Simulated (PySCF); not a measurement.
```xyz
8

N    -1.2184   -0.0820   -0.1286
B     0.0820   -0.4374    0.2544
N     1.1643    0.3949   -0.0619
H    -2.0268   -0.6387    0.0762
H    -1.4365    0.7611   -0.6299
H     0.2632   -1.4347    0.8427
H     2.1132    0.1863    0.1866
H     1.0681    1.2599   -0.5641
```

Geometry: GFN2-xTB.

All numbers below come from PySCF 2.14.0, PBE0/pcSseg-1, SCF density, gas phase, non-relativistic.

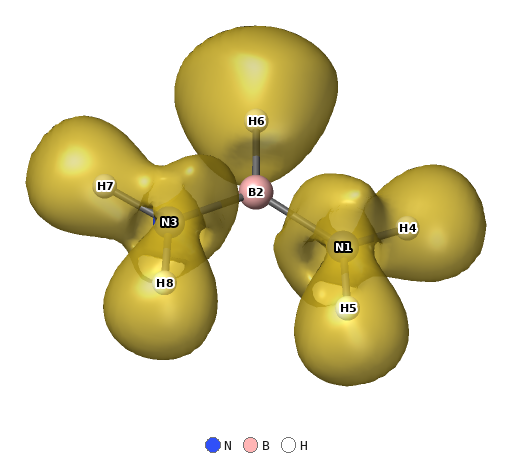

BH₅N₂. Isosurface of the ELF at 0.75 (yellow), seen at a tilt. Core shells and regions of very low density are left out.

Question: Identify the bonds, lone pairs and shells in this picture.

Answer: The surface consists of one region around a hydrogen nucleus and two joined regions spread over several atoms (H, N), in which their bonds and any lone pairs are merged. Profiles from the grid: B–N (1.40 Å): the ELF peaks at about 0.95 between the atoms: a short, strongly polar bond. N–H (1.00 Å): the ELF climbs to about 1 towards the hydrogen, as it does in any bond to H (a covalent bond by its length).
